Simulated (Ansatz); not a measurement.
Fields on a plane of PbTe (rock salt)

```
CELL_PARAMETERS angstrom
      0.00000     3.22119     3.22119
      3.22119     0.00000     3.22119
      3.22119     3.22119     0.00000
ATOMIC_POSITIONS crystal
  Te 0.00000 0.00000 0.00000
  Pb 0.50000 0.50000 0.50000
```

The slice is a {110} plane (indices of the conventional cell) through the point (0.500, 0.500, 0.500) (fractional), spanned by u = [100] and v = [1 -1 -1] in vectors of this cell: u (4.56 Å) and v (6.44 Å, at 90° to u). It covers one period; positions are fractions (u, v).

Atoms on it: Te at (0.00, 0.50); Pb at (0.00, 0.00).

The numbers are results of PBEsol (plane waves to 420 eV, PAW, scalar-relativistic; Ansatz, an electronic-structure program), not measurements. k mesh 9×9×9. Near the nuclei the fields are pseudised (PAW); where an atom keeps semicore shells as valence, they peak there. PbTe was relaxed with its symmetry unable to fall. Spin-orbit coupling is left out, though Pb and Te are heavy. The PAW data are Ansatz's earlier set.

```
|xxxxxx446666443322110000000011223344666644xxxx|
|xxxx3355666644331111000000001111334466665533xx|
|3344556666554422110000000000001122445566665544|
|6666666655443322110000000000001122334455666666|
|6666555544332211000000000000000011223344555566|
|4444443333221100000000000000000000112233334444|
|3333333322111100000000000000000000111122333333|
|5555444433221111000000000000000011112233444455|
|8888887766553322110000000000001122335566778888|
|9999999999886644220000000000002244668899999999|
|8888889999998866331100000000113366889999998888|
|6666777788999977552200000000225577999988777766|
|2233446677999988663311000011336688999977664433|
|xxxx2244668899996633110000113366999988664422xx|
|xxxxxx336677999977331100001133779999776633xxxx|
|xxxxxx225577999977441100001144779999775522xxxx|
|xxxxxx336677999977331100001133779999776633xxxx|
|xxxx2244668899996633110000113366999988664422xx|
|2233446677999988663311000011336688999977664433|
|6666777788999977552200000000225577999988777766|
|8888889999998866331100000000113366889999998888|
|9999999999886644220000000000002244668899999999|
|8888887766553322110000000000001122335566778888|
|5555444433221111000000000000000011112233444455|
|3333333322111100000000000000000000111122333333|
|4444443333221100000000000000000000112233334444|
|6666555544332211000000000000000011223344555566|
|6666666655443322110000000000001122334455666666|
|3344556666554422110000000000001122445566665544|
|xxxx3355666644331111000000001111334466665533xx|
|xxxxxx446666443322110000000011223344666644xxxx|
|xxxxxx336666553322110000000011223355666633xxxx|
```
Scale: ten equal steps from 0.02 (start of '0') to 0.67 (end of '9'), in the order '0123456789'. Values: electron localisation function (ELF). The map has 23 points along u (two characters each, u = 0 at the left) and 32 along v (v = 0 in the bottom row). Points within 0.5 Å of a nucleus are blanked (x), as the pseudised field means little there.

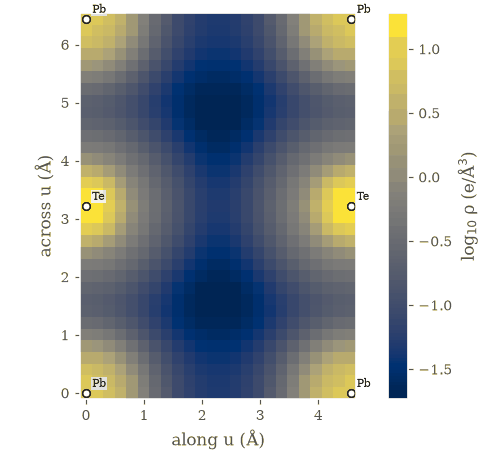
*Log₁₀ of the valence density in e/Å³, one period of the plane, atoms marked. The scale is logarithmic, as a density can span decades between atoms and voids.*

The density on the Te–Pb line (3.22 Å) at its density minimum, 1.7 Å from Te is 0.20 e/Å³. The ELF at that point is 0.3. ELF maximum in the middle third of the Te–Pb line: 0.64, 1.2 Å from Te.
